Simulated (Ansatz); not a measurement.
Zr4B

```
CELL_PARAMETERS angstrom
6.61616 0.00000 0.00000
0.00000 9.15524 0.00000
0.00000 0.00000 3.40395
ATOMIC_POSITIONS crystal
Zr 0.24967 0.50000 0.50000
Zr 0.74967 0.00000 0.50000
Zr 0.25033 0.00000 0.50000
Zr 0.75033 0.50000 0.50000
Zr 0.00000 0.25585 0.00000
Zr 0.50000 0.75585 0.00000
Zr 0.00000 0.74415 0.00000
Zr 0.50000 0.24415 0.00000
B 0.00000 0.00000 0.00000
B 0.50000 0.50000 0.00000
```

Space group Cmmm; a structure generated by program, which may or may not match a known phase; computed without spin polarisation.

Computed with DFT PBE, scalar-relativistic, plane waves, PAW in Ansatz.

### Predict the valence pseudo-density and electron localisation function between the atoms.

Zr–B (2.34 Å): ρ is about 0.45 e/Å³ halfway; the ELF peaks at about 0.70 in the valence shell of B, 0.8 Å from its nucleus, and is about 0.25 at the midpoint.
The ELF has a maximum of about 0.80 in the space between the atoms, 2.2 Å from six Zr atoms, on no atom or two-centre bond.

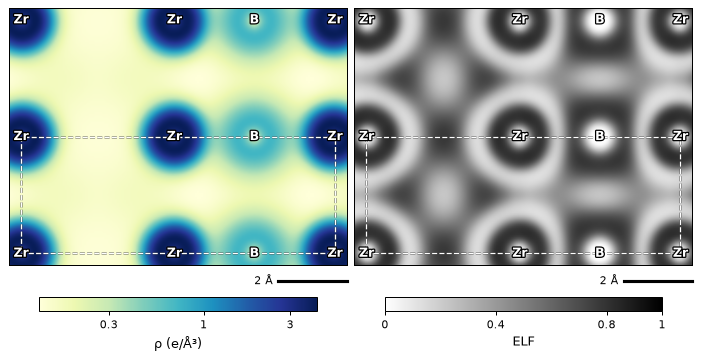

Computed valence pseudo-density and electron localisation function on the (100) plane of the conventional cell, in this order. 
